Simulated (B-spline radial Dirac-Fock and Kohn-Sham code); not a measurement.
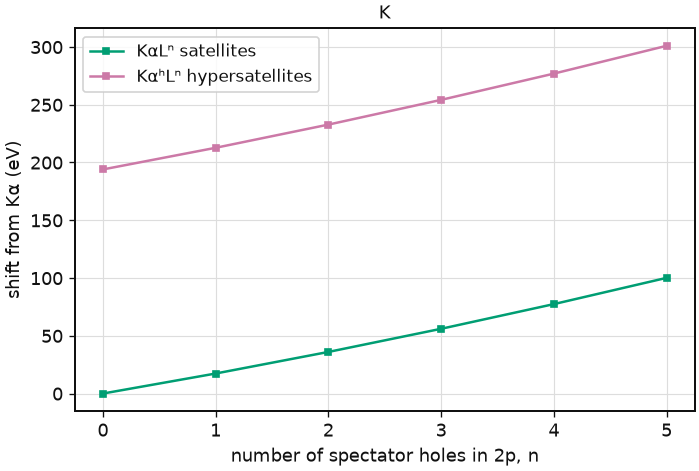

Shifts of Kα satellites and hypersatellites with the number of spectator holes in 2p, counted from the Kα line without spectators. The figure is for the potassium atom ([Ar] 4s1). Method: Dirac–Fock ΔSCF (average of configuration, Fermi nucleus, Breit and QED terms, no correlation) (computed with a B-spline radial atomic code).

Question: What is the shift of the ordinary satellite (one 1s hole) with 5 spectator holes?

Answer: 100 eV.

Question: How far above Kα is the hypersatellite?

Answer: 194 eV as an average over the ¹P and ³P final terms; Kα itself is at 3.3127 keV. In light elements only ¹P radiates, so the observed line lies somewhat lower.

Question: What does the first 2p spectator hole do to the line, and why?

Answer: It shifts it up by 17.3 eV: the missing electron screens the nucleus less, and the 1s binding energy rises more than the 2p one.
